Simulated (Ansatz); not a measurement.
Consider H7NO2Si2.

| atom | x (Å) | y (Å) | z (Å) |
| --- | --- | --- | --- |
| Si | -0.1332 | -0.0765 | -0.0201 |
| O | -0.4901 | -0.7390 | 1.4572 |
| Si | -1.3524 | -0.2366 | 2.7821 |
| H | -2.8066 | -0.1436 | 2.4810 |
| H | -1.1512 | -1.2450 | 3.8539 |
| H | -0.8842 | 1.0881 | 3.2712 |
| H | 1.2615 | 0.4208 | 0.0088 |
| N | -1.1410 | 1.2603 | -0.3858 |
| H | -2.0538 | 1.1281 | -0.8033 |
| H | -0.7300 | 2.1439 | -0.6567 |
| O | -0.3636 | -1.2866 | -1.1307 |
| H | -0.2899 | -2.1813 | -0.7688 |

Level of theory: RKS B3LYP-D4/6-31G* in Ansatz 0.2.0.

Question: Predict the electron density and electron localisation function between the atoms.

Answer: Si–O (1.66 Å): ρ is about 1.1 e/Å³ halfway; the ELF peaks at about 0.85 between the atoms: a polar covalent bond.
Si–N (1.71 Å): ρ at the midpoint is about 1.1 e/Å³; the ELF peaks at about 0.90 between the atoms, as expected for a shared but strongly polarised pair.
Si–H (1.49 Å): ρ at the midpoint is about 0.8 e/Å³; the ELF climbs to about 1 towards the hydrogen, as it does in any bond to H.

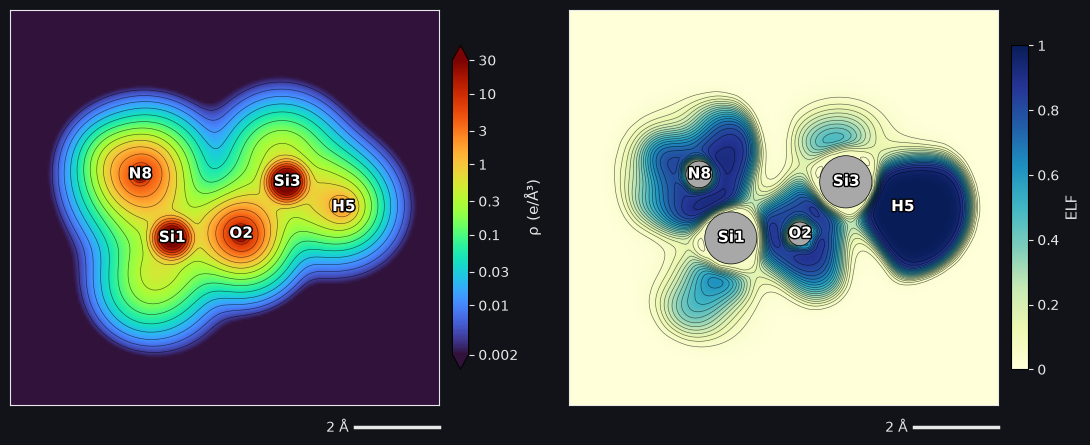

Computed electron density and electron localisation function on the plane of atoms O2, Si3 and H5, in this order. Grey discs cover the atomic cores in the ELF map. 
